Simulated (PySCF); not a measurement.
**C4H11NSi (SMILES CN1CCC[SiH2]1): density, localisation and related maps**

```yaml
atoms:
  - { symbol: C, position_ang: [2.2113, -0.1398, 0.0526] }
  - { symbol: N, position_ang: [0.7963, 0.0491, -0.0822] }
  - { symbol: C, position_ang: [-0.0115, -1.1502, -0.0100] }
  - { symbol: C, position_ang: [-1.4211, -0.7657, -0.4490] }
  - { symbol: C, position_ang: [-1.7491, 0.5913, 0.1715] }
  - { symbol: Si, position_ang: [-0.0825, 1.5022, 0.1531] }
  - { symbol: H, position_ang: [2.5836, -0.8137, -0.7262] }
  - { symbol: H, position_ang: [2.7105, 0.8210, -0.0474] }
  - { symbol: H, position_ang: [2.4749, -0.5712, 1.0267] }
  - { symbol: H, position_ang: [-0.0204, -1.5561, 1.0131] }
  - { symbol: H, position_ang: [0.4121, -1.9190, -0.6674] }
  - { symbol: H, position_ang: [-1.4317, -0.6714, -1.5364] }
  - { symbol: H, position_ang: [-2.1413, -1.5355, -0.1657] }
  - { symbol: H, position_ang: [-2.5445, 1.0903, -0.3761] }
  - { symbol: H, position_ang: [-2.1016, 0.4601, 1.1945] }
  - { symbol: H, position_ang: [0.1703, 2.2107, 1.4172] }
  - { symbol: H, position_ang: [0.1376, 2.4099, -0.9782] }
```

Geometry: GFN2-xTB.

The calculation used PBE0/pcSseg-1, SCF density, gas phase, non-relativistic (PySCF 2.14.0).

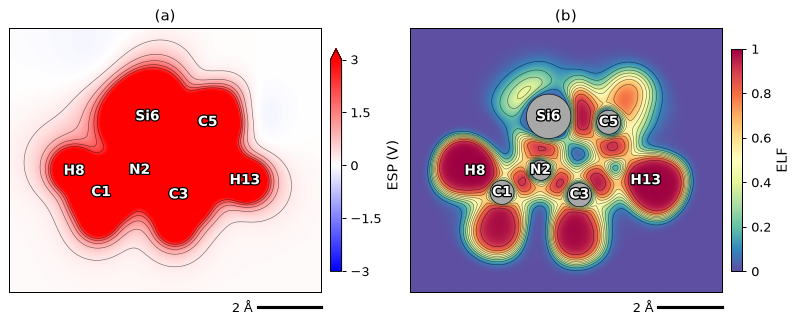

Figure 1. (a) molecular electrostatic potential; (b) electron localisation function on the plane of atoms N2, Si6 and C5. Grey discs cover the atomic cores in the ELF map.

**Describe what can be read from this map.**

The section cuts through C, N, Si and H sites.
C–N (1.43 Å): the ELF peaks at about 0.95 between the atoms, as expected for a shared electron pair.
Si–N (1.71 Å): the ELF peaks at about 0.90 between the atoms: a polar covalent bond.
C–Si (1.90 Å): the ELF peaks at about 0.95 between the atoms (a shared electron pair).
C–H (1.09 Å): the ELF climbs to about 1 towards the hydrogen, as it does in any bond to H: a covalent bond by its length.
The potential has no marked negative region in this plane.

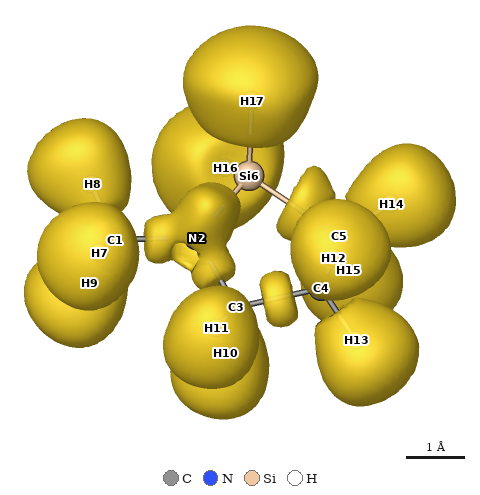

Figure 2. Isosurface of the ELF at 0.75 (yellow), seen at a tilt. Only the valence region is drawn (cores and ρ < 0.01 e/Å³ removed).

**Describe the localisation domains.**

The ELF exceeds this value in two regions between bonded C–C atoms (shared pairs), one region between bonded C–Si atoms (shared pairs), eleven regions around hydrogen nuclei and one region on N in which the atom's valence shell and bonds are merged.


 C–C (1.53 Å): the ELF peaks at about 0.95 between the atoms: localised, covalent bonding.

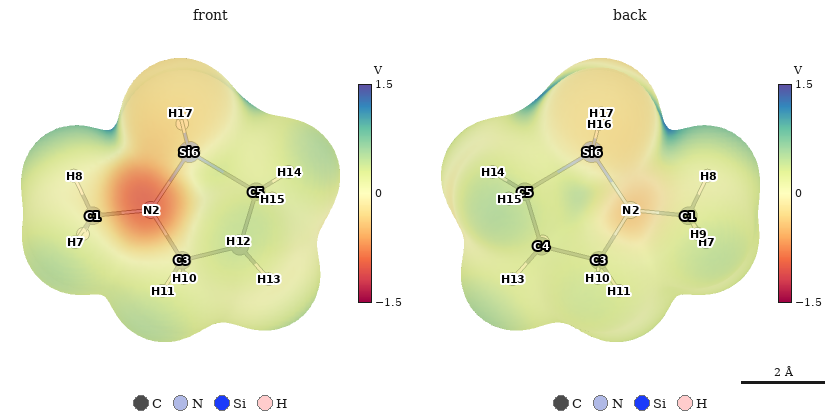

Figure 3. The molecular electrostatic potential painted on the density surface at 0.002 e/bohr³, seen from the front and from behind; the colour scale runs from red (negative) to blue (positive).

**Where is the surface potential most negative and most positive?**

The most negative region (about −1.0 V) lies over N2, the most positive (about +1.1 V) over Si6.

**What dipole moment does the calculation give?**

Its dipole moment is 0.65 D.
